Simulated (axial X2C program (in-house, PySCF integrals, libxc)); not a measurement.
**All-electron X2C curves of AsCo**

Aim: find the lowest determinant of AsCo, scan the bond at several levels and fit the constants, once spin-free and once with spin–orbit coupling.

Program: an in-house X2C program for linear molecules on PySCF integrals. Level of theory: all-electron X2C, As dyall-cv3z, Co dyall-cv3z. These are calculated values, not measurements.

## 1. The job

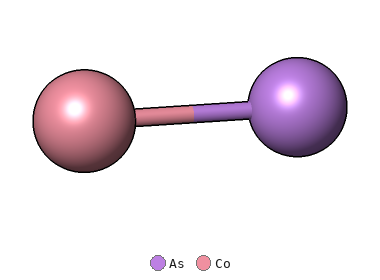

The two atoms at 2.320 Å (arsenic purple, cobalt pink).

task.json

```json
{"zs": [33, 27], "q": 0, "bas": ["dyall-cv3z", "dyall-cv3z"], "levels": ["PBE0", "HF", "TPSSh"], "cc": true, "r0": 2.32, "thr": -2.0, "nmax": 90, "npts": 10, "nst": 2, "ntry": 6}
```

Keys: zs atomic numbers; q charge; bas basis sets; levels methods (HF also brings MP2); cc coupled cluster on or off; r0 starting distance in Å; thr threshold in hartree for freezing inner shells (an s shell follows its p shell); nmax most natural virtual spinors; npts points asked for on the curve; nst determinants followed; ntry starts of the search.

Started as:

```bash
python so2c.py task.json out
```

Spin-free means the one-electron spin-free X2C Hamiltonian; two-component (2c) means X2C with spin–orbit coupling and atomic mean-field two-electron Coulomb and Gaunt terms. Basis: As dyall-cv3z contracted to [9s9p6d4f1g], Co dyall-cv3z contracted to [9s10p6d3f2g]; Gaussian nuclei, density fitting. Masses: As 74.922 u, Co 58.933 u.

Notation: σ, π±, δ± give the projection m of an orbital's angular momentum (0, ±1, ±2), α and β its spin, Λ and M_S the sums; ω is the projection of a spinor's total angular momentum and Ω the sum. Logs are in hartree.

The results follow Hamiltonian by Hamiltonian and level by level.

## 2. Search for the lowest determinant

PBE0 moves the distance from 2.320 Å to 2.219 Å and compares determinants there.

Spin-free determinants:

| ΔE (eV) | state | open shells |
| --- | --- | --- |
| 0.00 | M_S = 2, Λ = 2 | beyond closed shells: σα, π+α, π-α, δ+α, δ+β, δ-α |
| 0.36 | M_S = 2, Λ = 3 | beyond closed shells: 2 × π+α, π+β, 2 × π-α, δ+α, δ+β, δ-α |
| 0.44 | M_S = 1, Λ = 1 | beyond closed shells: π-α, δ+α, δ+β, δ-α |
| 0.44 | M_S = 1, Λ = 3 | beyond closed shells: π+α, δ+α, δ+β, δ-α |
| 0.51 | M_S = 2, Λ = 1 | beyond closed shells: 2 × π+α, 2 × π-α, π-β, δ+α, δ+β, δ-α |
| 0.75 | M_S = 1, Λ = 2 | beyond closed shells: σα, π+β, π-α, δ+α, δ+β, δ-α |
| 0.75 | M_S = 1, Λ = 4 | beyond closed shells: σα, π+α, π+β, δ+α, δ+β, δ-α |

Two-component determinants:

```
ΔE (eV)  state                                           open shells
   0.00  Ω = 4                excess of +ω over −ω: ω = 3/2, ω = 5/2
   0.33  Ω = 5  excess of +ω over −ω: ω = -1/2, 2 × ω = 3/2, ω = 5/2
   0.36  Ω = 2       excess of +ω over −ω: 2 × ω = -1/2, 2 × ω = 3/2
   0.37  Ω = 2               excess of +ω over −ω: ω = -1/2, ω = 5/2
   0.37  Ω = 3                     excess of +ω over −ω: 2 × ω = 3/2
   0.47  Ω = 2                excess of +ω over −ω: ω = 1/2, ω = 3/2
   0.51  Ω = 1                     excess of +ω over −ω: 2 × ω = 1/2
```

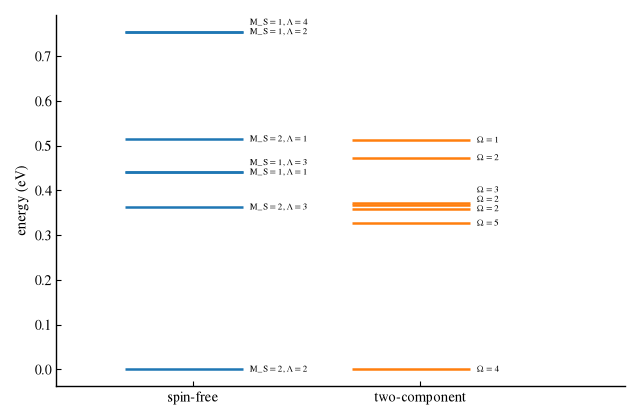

The determinants found, each set from its own lowest.

## 3. PBE0, spin-free

State followed: M_S = 2, Λ = 2 (beyond closed shells: σα, π+α, π-α, δ+α, δ+β, δ-α). The scan is laid around 2.219 Å, a first estimate of the minimum, and this SCF restarts from the orbitals of the search.

The SCF at the reference distance of 2.219 Å:

```text
spin-free X2C-1e  PBE0
basis functions 211  fitting functions 1187  grid points 5801
iter        total energy     max residual
   1      -3653.624314979     6.07e-05
   2      -3653.624315021     5.59e-05
   3      -3653.624315036     6.12e-05
   4      -3653.624315076     1.91e-05
   5      -3653.624315080     1.17e-05
converged
one-electron -5502.29130622  Coulomb 1780.12761235  exact exchange -35.29779905  xc functional -108.64452334  nuclear repulsion 212.48170119
```

Along the bond, energies from the lowest point:

```
R (Å)  E (eV)  μ (D)  HOMO (eV)  LUMO (eV)  iterations
1.931  0.6646   3.26      -5.83      -2.62          29
2.019  0.2700   3.39      -5.83      -2.44          24
2.086  0.1044   3.46      -5.84      -2.40          20
2.152  0.0213   3.51      -5.85      -2.42          17
2.219  0.0000   3.53      -5.87      -2.46           5
2.297  0.0326   3.55      -5.89      -2.50          18
2.374  0.1088   3.54      -5.91      -2.54          13
2.474  0.2492   3.52      -5.82      -2.59          15
2.596  0.4577   3.49      -5.66      -2.66          17
2.774  0.7898   3.44      -5.49      -2.77          17
```

Dipoles are positive if Co is the positive end.

Outer orbitals at the reference distance:

```csv
symmetry,occupied,ε (eV),atomic character
σα,yes,-16.06,"75% As s, 10% Co p, 8% Co s"
σβ,yes,-14.48,"75% As s, 10% Co p, 8% Co s"
σα,yes,-9.34,"89% Co d, 7% As p, 3% As s"
π-α,yes,-8.65,"91% Co d, 8% As p"
π+α,yes,-8.65,"91% Co d, 8% As p"
δ+α,yes,-8.63,100% Co d
δ-α,yes,-8.63,100% Co d
π+β,yes,-6.72,"89% Co d, 9% As p"
σα,yes,-6.71,"53% As p, 39% Co s, 4% Co d"
σβ,yes,-6.58,"67% As p, 19% Co s, 7% Co d"
π-β,yes,-6.45,"87% Co d, 11% As p"
δ+β,yes,-6.29,100% Co d
π-α,yes,-5.87,"78% As p, 11% Co d, 10% Co p"
π+α,yes,-5.87,"78% As p, 11% Co d, 10% Co p"
σα,no,-2.46,"38% Co p, 36% Co s, 22% As p"
π+β,no,-2.39,"69% As p, 20% Co p, 11% Co d"
π-β,no,-2.34,"67% As p, 19% Co p, 14% Co d"
σβ,no,-2.29,"55% Co s, 21% Co p, 14% Co d"
```

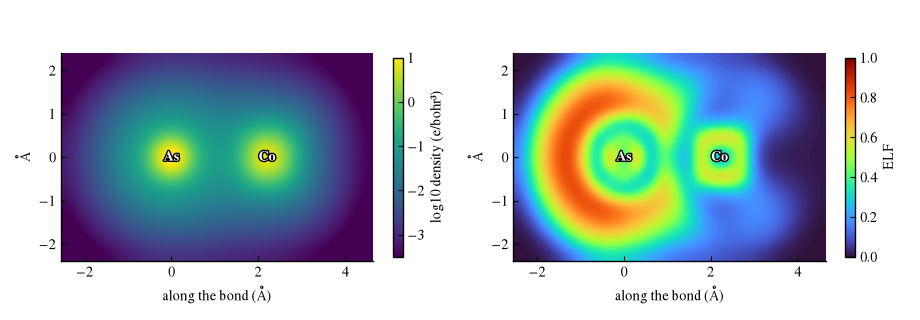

PBE0 fields in a plane through the axis, from a grid of 0.3 Å; As lies at z = 0 and Co at z = 2.219 Å; the ELF is damped to zero where the density is low.

Re = 2.213 Å, ωe = 295.8 cm⁻¹, ωexe = 1.06 cm⁻¹, Be = 0.1043 cm⁻¹, De = 1.83 eV, μ = 3.53 D.

## 4. HF, spin-free

The SCF at the reference distance of 2.219 Å:

```text
spin-free X2C-1e  HF
basis functions 211  fitting functions 1187  grid points 5801
iter        total energy     max residual
   1      -3650.873188880     2.64e-01
   2      -3650.921799996     2.09e-02
   3      -3650.926243211     6.98e-02
   4      -3650.932330190     1.71e-02
   5      -3650.933218681     3.13e-03
   6      -3650.933734225     8.67e-03
   7      -3650.933877286     3.08e-03
   8      -3650.933929376     6.04e-04
   9      -3650.933939899     7.95e-04
  10      -3650.933944688     2.36e-04
  11      -3650.933945809     1.28e-04
  12      -3650.933946232     9.70e-05
  13      -3650.933946406     4.78e-05
  14      -3650.933946466     2.04e-05
  15      -3650.933946480     1.47e-05
  16      -3650.933946482     4.97e-06
  17      -3650.933946483     1.90e-06
converged
one-electron -5504.67339923  Coulomb 1782.78548962  exact exchange -141.52773806  xc functional 0.00000000  nuclear repulsion 212.48170119
```

No constants are quoted: the solution changes its character somewhere along the scan, so the fit is set aside.

## 5. TPSSh, spin-free

Output at 2.219 Å:

```text
spin-free X2C-1e  TPSSh
basis functions 211  fitting functions 1187  grid points 5801
iter        total energy     max residual
   1      -3654.082496152     7.52e-02
   2      -3654.083668243     4.88e-02
   3      -3654.084694313     1.26e-02
   4      -3654.084811762     1.64e-02
   5      -3654.084993387     4.16e-03
   6      -3654.084997234     2.36e-03
   7      -3654.085013364     1.17e-04
   8      -3654.085013692     1.92e-04
   9      -3654.085013755     1.35e-05
  10      -3654.085013760     1.66e-05
converged
one-electron -5501.43512174  Coulomb 1779.21606857  exact exchange -14.11107782  xc functional -130.23658395  nuclear repulsion 212.48170119
```

Re = 2.185 Å, ωe = 309 cm⁻¹, ωexe = 1.07 cm⁻¹, Be = 0.107 cm⁻¹, De = 2.24 eV, μ = 3.41 D.

## 6. MP2, spin-free

Correlated methods: 14 electrons correlated (frozen shells, counted by type: As 3 s, 2 p, 1 d; Co 3 s, 2 p), 284 virtual spinors in MP2.

Output of the correlated part at 2.219 Å:

```text
correlated 14  virtual 284  natural virtual 90  E(MP2) -0.443837952  MP2 remainder -0.042445058
iter   CCSD correlation   residual
   1     -0.368707515   2.12e-01
   2     -0.386426119   1.27e-01
   3     -0.392016557   5.08e-02
   4     -0.393575661   3.42e-02
   5     -0.395040561   2.17e-02
   6     -0.395821558   1.19e-02
   7     -0.395946684   6.06e-03
   8     -0.395990541   2.85e-03
   9     -0.396084946   1.50e-03
  10     -0.396056390   8.18e-04
  11     -0.396077047   4.66e-04
  12     -0.396070496   2.75e-04
  13     -0.396072302   1.59e-04
  14     -0.396071133   1.00e-04
  15     -0.396070037   6.44e-05
  16     -0.396069003   3.47e-05
  17     -0.396068242   2.14e-05
  18     -0.396067577   1.38e-05
  19     -0.396067431   7.79e-06
  20     -0.396067262   4.53e-06
  21     -0.396067295   2.82e-06
  22     -0.396067228   1.93e-06
  23     -0.396067212   1.24e-06
(T) -0.020701253  T1 0.0720  D1 0.1679  max T2 0.073
```

T1 in the output is the amplitude norm over the root of the electron number; divide by √2 for the Lee–Taylor value.

Coupled cluster ran at too few distances for a curve.

MP2: No constants are quoted: the reference changes its character somewhere along the scan, so the fit is set aside.

## 7. A higher determinant, spin-free

State: M_S = 2, Λ = 3 (beyond closed shells: 2 × π+α, π+β, 2 × π-α, δ+α, δ+β, δ-α).

Output at the reference distance:

```text
spin-free X2C-1e  PBE0
basis functions 211  fitting functions 1187  grid points 5801
iter        total energy     max residual
   1      -3653.611001507     3.40e-05
   2      -3653.611001556     2.38e-05
   3      -3653.611001563     3.41e-05
   4      -3653.611001569     1.49e-05
converged
one-electron -5501.55279292  Coulomb 1779.37537412  exact exchange -35.29658149  xc functional -108.61870247  nuclear repulsion 212.48170119
```

```
R (Å)  E above the lowest PBE0 point (eV)
1.931                               1.391
2.019                               0.841
2.086                               0.588
2.152                               0.437
2.219                               0.362
2.297                               0.348
2.374                               0.390
2.474                               0.500
2.596                               0.685
```

Re = 2.274 Å, ωe = 290.8 cm⁻¹, ωexe = 1.07 cm⁻¹, Be = 0.09883 cm⁻¹, μ = 3.11 D. Te = 0.35 eV.

## 8. The spin-free curves together

Energy (eV) of the followed determinant, spin-free, from each level's lowest point:

```
R (Å)   PBE0  HF (jumps)  MP2 (its reference jumps)  TPSSh
1.931  0.665       1.529                      0.593  0.555
2.019  0.270       0.907                      0.236  0.200
2.086  0.104       0.581                      0.091  0.060
2.152  0.021       0.346                      0.018  0.000
2.219  0.000       0.184                      0.000  0.000
2.297  0.033       0.066                      0.028  0.055
2.374  0.109       0.008                      0.094  0.151
2.474  0.249       0.000                      0.218  0.315
2.596  0.458       0.062                      0.405  0.548
2.774  0.790       0.234                      0.713  0.909
```

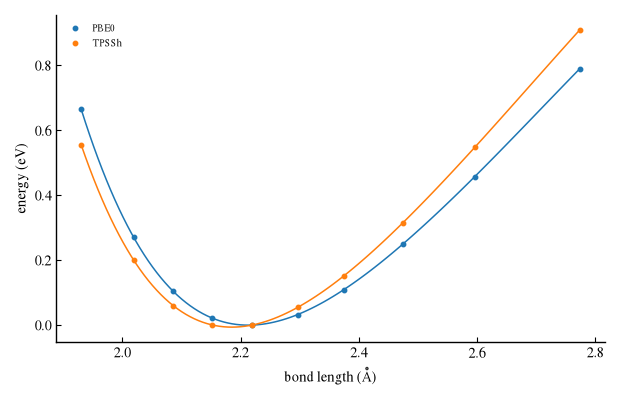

Curves of the followed state, spin-free, each from its own lowest point. Left out: HF, MP2.

## 9. PBE0, 2c

State followed: Ω = 4 (excess of +ω over −ω: ω = 3/2, ω = 5/2). The scan is laid around 2.219 Å, a first estimate of the minimum, and this SCF restarts from the orbitals of the search.

Output at 2.219 Å:

```text
two-component X2C + atomic mean field  PBE0
basis functions 211  fitting functions 1187  grid points 5801
iter        total energy     max residual
   1      -3652.504012153     6.66e-05
   2      -3652.504012160     1.69e-05
converged
one-electron -5499.43621311  Coulomb 1779.54240792  exact exchange -35.28521853  xc functional -108.60614325  nuclear repulsion 212.48170119  atomic mean-field constant -1.20054638
```

Along the bond, energies from the lowest point:

```
R (Å)  E (eV)  μ (D)  HOMO (eV)  LUMO (eV)  iterations
1.931  0.6683   3.25      -5.74      -2.62          36
2.019  0.2724   3.39      -5.75      -2.47          26
2.086  0.1059   3.45      -5.76      -2.48          18
2.152  0.0220   3.50      -5.77      -2.48          18
2.219  0.0000   3.53      -5.78      -2.50           2
2.297  0.0319   3.54      -5.80      -2.52          18
2.374  0.1075   3.54      -5.83      -2.56          13
2.474  0.2471   3.52      -5.85      -2.60          15
2.596  0.4548   3.48      -5.72      -2.67          17
2.774  0.7860   3.43      -5.56      -2.78          15
```

Dipoles are positive if Co is the positive end.

Outer spinors at the reference distance:

```tsv
ω	occupied	ε (eV)	atomic character	λ mixture
1/2	yes	-16.06	75% As s, 10% Co p, 8% Co s	100% σ
-1/2	yes	-14.48	75% As s, 10% Co p, 8% Co s	100% σ
1/2	yes	-9.34	89% Co d, 7% As p, 3% As s	100% σ
-3/2	yes	-8.70	100% Co d	100% δ
-1/2	yes	-8.68	90% Co d, 8% As p	100% π
3/2	yes	-8.61	91% Co d, 8% As p	100% π
5/2	yes	-8.56	100% Co d	100% δ
1/2	yes	-6.77	59% Co d, 26% As p, 12% Co s	66% π, 34% σ
1/2	yes	-6.69	37% As p, 34% Co d, 26% Co s	66% σ, 34% π
-1/2	yes	-6.60	67% As p, 18% Co s, 7% Co d	97% σ, 3% π
-3/2	yes	-6.43	87% Co d, 10% As p	100% π
3/2	yes	-6.36	100% Co d	100% δ
-1/2	yes	-5.93	78% As p, 11% Co d, 10% Co p	97% π, 3% σ
3/2	yes	-5.78	78% As p, 11% Co d, 11% Co p	100% π
1/2	no	-2.50	41% As p, 29% Co p, 21% Co s	58% σ, 42% π
1/2	no	-2.41	50% As p, 28% Co p, 14% Co s	58% π, 42% σ
-3/2	no	-2.28	67% As p, 20% Co p, 13% Co d	100% π
-1/2	no	-2.28	55% Co s, 21% Co p, 14% Co d	100% σ
```

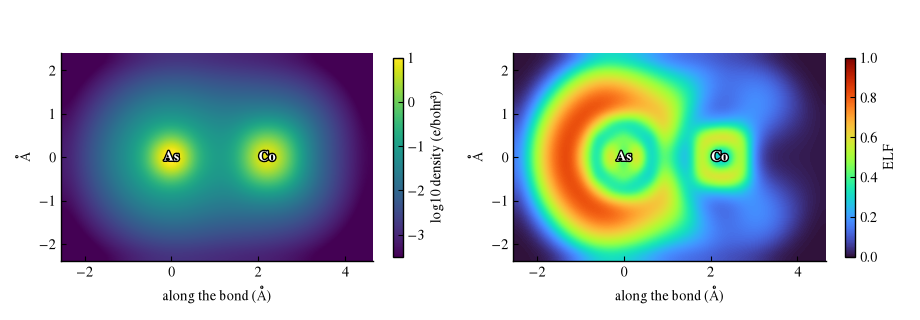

PBE0 fields in a plane through the axis, from a grid of 0.3 Å; As lies at z = 0 and Co at z = 2.219 Å; the ELF is damped to zero where the density is low.

Re = 2.214 Å, ωe = 295.4 cm⁻¹, ωexe = 1.06 cm⁻¹, Be = 0.1043 cm⁻¹, De = 1.82 eV, μ = 3.53 D.

## 10. HF, 2c

Output at 2.219 Å:

```text
two-component X2C + atomic mean field  HF
basis functions 211  fitting functions 1187  grid points 5801
iter        total energy     max residual
   1      -3649.753524497     2.64e-01
   2      -3649.802170733     2.02e-02
   3      -3649.806657843     7.00e-02
   4      -3649.812768082     1.72e-02
   5      -3649.813660959     3.03e-03
   6      -3649.814162819     8.44e-03
   7      -3649.814297268     2.91e-03
   8      -3649.814345888     6.31e-04
   9      -3649.814356120     7.93e-04
  10      -3649.814361254     2.35e-04
  11      -3649.814362652     1.45e-04
  12      -3649.814363375     1.35e-04
  13      -3649.814363801     8.45e-05
  14      -3649.814364065     6.45e-05
  15      -3649.814364223     5.44e-05
  16      -3649.814364340     4.32e-05
  17      -3649.814364429     3.37e-05
  18      -3649.814364484     2.62e-05
  19      -3649.814364506     1.99e-05
  20      -3649.814364512     7.08e-06
  21      -3649.814364514     2.61e-06
converged
one-electron -5501.81355638  Coulomb 1782.19520990  exact exchange -141.47717283  xc functional 0.00000000  nuclear repulsion 212.48170119  atomic mean-field constant -1.20054638
```

No constants are quoted: the solution changes its character somewhere along the scan, so the fit is set aside.

## 11. TPSSh, 2c

Output at 2.219 Å:

```text
two-component X2C + atomic mean field  TPSSh
basis functions 211  fitting functions 1187  grid points 5801
iter        total energy     max residual
   1      -3652.961868165     7.51e-02
   2      -3652.963044702     4.87e-02
   3      -3652.964074742     1.26e-02
   4      -3652.964197163     1.65e-02
   5      -3652.964379391     4.22e-03
   6      -3652.964383731     2.36e-03
   7      -3652.964400089     1.20e-04
   8      -3652.964400473     1.96e-04
   9      -3652.964400551     1.59e-05
  10      -3652.964400558     1.94e-05
converged
one-electron -5498.57672492  Coulomb 1778.62748921  exact exchange -14.10603023  xc functional -130.19028942  nuclear repulsion 212.48170119  atomic mean-field constant -1.20054638
```

Re = 2.186 Å, ωe = 309 cm⁻¹, ωexe = 1.07 cm⁻¹, Be = 0.1069 cm⁻¹, De = 2.29 eV, μ = 3.41 D.

## 12. MP2, 2c

Correlated methods: 14 electrons correlated (frozen shells, counted by type: As 3 s, 2 p, 1 d; Co 3 s, 2 p), 284 virtual spinors in MP2.

MP2: No constants are quoted: the reference changes its character somewhere along the scan, so the fit is set aside.

## 13. A higher determinant, 2c

State: Ω = 5 (excess of +ω over −ω: ω = -1/2, 2 × ω = 3/2, ω = 5/2).

Output at the reference distance:

```text
two-component X2C + atomic mean field  PBE0
basis functions 211  fitting functions 1187  grid points 5801
iter        total energy     max residual
   1      -3652.492018985     7.95e-05
   2      -3652.492018991     1.12e-05
converged
one-electron -5498.67835903  Coulomb 1778.76850968  exact exchange -35.28361372  xc functional -108.57971072  nuclear repulsion 212.48170119  atomic mean-field constant -1.20054638
```

```
R (Å)  E above the lowest PBE0 point (eV)
1.931                               1.352
2.019                               0.804
2.086                               0.551
2.152                               0.400
2.219                               0.326
2.297                               0.313
2.374                               0.355
2.474                               0.466
2.596                               0.651
```

Re = 2.273 Å, ωe = 291.2 cm⁻¹, ωexe = 1.07 cm⁻¹, Be = 0.0989 cm⁻¹, μ = 3.12 D. Te = 0.31 eV.

## 14. The 2c curves together

Energy (eV) of the followed determinant, 2c, from each level's lowest point:

```
R (Å)   PBE0  HF (jumps)  MP2 (its reference jumps)  TPSSh
1.931  0.668       1.533                      0.604  0.558
2.019  0.272       0.910                      0.241  0.202
2.086  0.106       0.583                      0.093  0.062
2.152  0.022       0.348                      0.020  0.001
2.219  0.000       0.185                      0.000  0.000
2.297  0.032       0.066                      0.027  0.054
2.374  0.107       0.008                      0.092  0.150
2.474  0.247       0.000                      0.215  0.313
2.596  0.455       0.062                      0.401  0.545
2.774  0.786       0.232                      0.710  0.906
```

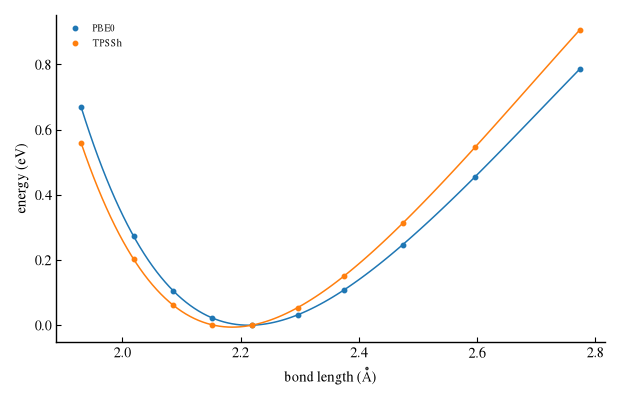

Curves of the followed state, 2c, each from its own lowest point. Left out: HF, MP2.

The whole job took 4.4 min on 1 thread of Arm Neoverse V1, shared host; peak memory 0.9 GiB.

## 15. Constants

Lowest determinant that the search found at its distance, spin-free: M_S = 2, Λ = 2 (beyond closed shells: σα, π+α, π-α, δ+α, δ+β, δ-α).

Lowest determinant that the search found at its distance, 2c: Ω = 4 (excess of +ω over −ω: ω = 3/2, ω = 5/2).

```tsv
Hamiltonian	level	Re (Å)	ωe (cm⁻¹)	De (eV)	μ (D)
spin-free	PBE0	2.213	295.8	1.83	3.53
spin-free	TPSSh	2.185	309	2.24	3.41
2c	PBE0	2.214	295.4	1.82	3.53
2c	TPSSh	2.186	309	2.29	3.41
```

Dipoles are positive if Co is the positive end. No constants: spin-free HF (the solution changes its character somewhere along the scan, so the fit is set aside); spin-free MP2 (the reference changes its character somewhere along the scan, so the fit is set aside); 2c HF (the solution changes its character somewhere along the scan, so the fit is set aside); 2c MP2 (the reference changes its character somewhere along the scan, so the fit is set aside).

Time per point (s) on 1 thread of Arm Neoverse V1, shared host (2c runs); the times are rough: PBE0 1.5, TPSSh 2.3.

What this shows: At PBE0, going from spin-free to two-component changes Re by +1 mÅ, ωe by -0.1 %; the spin-free picture holds up (part of it comes from the scalar share of the two-electron terms). De moves by -0.01 eV; both De rest on single-determinant atoms, which can miss part of an open shell's spin–orbit lowering.

De refers to As + Co, each in the lowest determinant found, which need not be this curve's own limit. Each curve is one determinant whose occupation by symmetry is held fixed; it was picked as the lowest of a PBE0 search that is not exhaustive. Dissociation energies refer to the lowest single-determinant-based atoms at the same level and basis. Density functionals use the spin component along the axis (collinear). The meta-GGAs lack a current-density term, which matters for open shells with orbital currents, atoms included. With several unpaired electrons one determinant need not be a pure state.
